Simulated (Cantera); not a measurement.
Feed: 1 mol V2O3, a varied amount of H2, held at 1375 °C and 2.40 bar.

Method: chemical equilibrium by Gibbs-energy minimisation in Cantera with the NASA 1993 tables (ideal gas, pure condensed phases). Candidate condensed phases: H2O, V, VO, V2O3, V2O4, V2O5; 12 gas species. Mutual solubility and eutectic melting of coexisting phases are not modelled. VO: taken at fixed stoichiometry. Condensed phases not in the tables: the oxides between V2O3 and V2O5 other than VO2. The numbers say what is thermodynamically allowed, not how fast it happens.

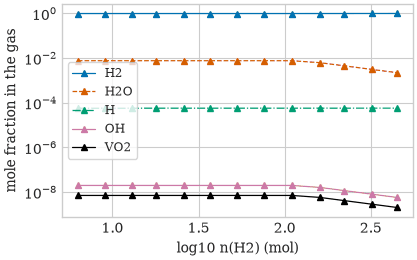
Figure: Equilibrium gas composition (values under 1e-9 drawn at 1e-9)

From 6.3 mol H2 to 110 mol H2 the condensed part is VO(s) + V2O3(s). From 160 mol H2 to 450 mol H2 the condensed part is VO(s).
